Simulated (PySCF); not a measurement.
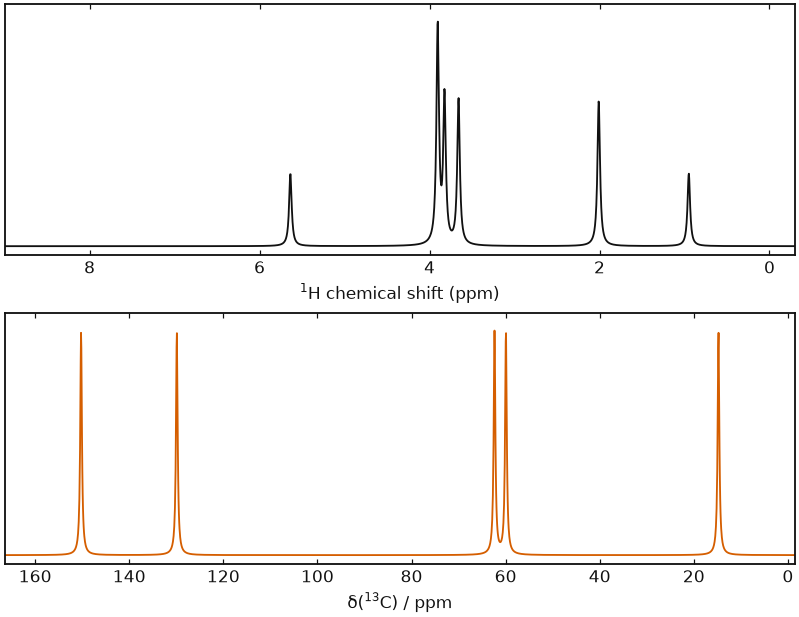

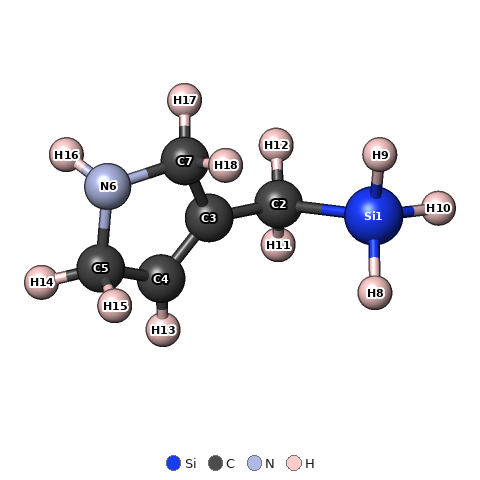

Spectrum and numbered structure of C₅H₁₁NSi, SMILES [SiH3]CC1=CCNC1. GIAO shifts, PBE0/pcSseg-1 in PySCF, at a GFN2-xTB geometry (no frequency check), against TMS for ¹H and TMS for ¹³C computed at the same level. Gas phase, fully decoupled, line heights follow the number of nuclei, widths are arbitrary (no quadrupolar broadening); values of one conformer, averaged over nuclei that symmetry, rotation about single bonds, ring flips or inversion at nitrogen exchange, these motions taken as fast; other conformers aren't averaged in. Protons on N, O or S are those of the isolated molecule, without hydrogen bonds to neighbours or exchange.

> Which atoms give which ¹H line?

```
δ (ppm)  nuclei        atoms
   5.64       1          H13
   3.90       3  H8, H9, H10
   3.82       2     H14, H15
   3.66       2     H17, H18
   2.01       2     H11, H12
   0.95       1          H16
```

> Assign the ¹³C signals to the numbered atoms.

```csv
δ (ppm),nuclei,atoms
150.2,1,C3
129.9,1,C4
62.4,1,C7
59.9,1,C5
14.8,1,C2
```

Caveats: the tight-binding geometry is rougher than a DFT one and adds to the error.
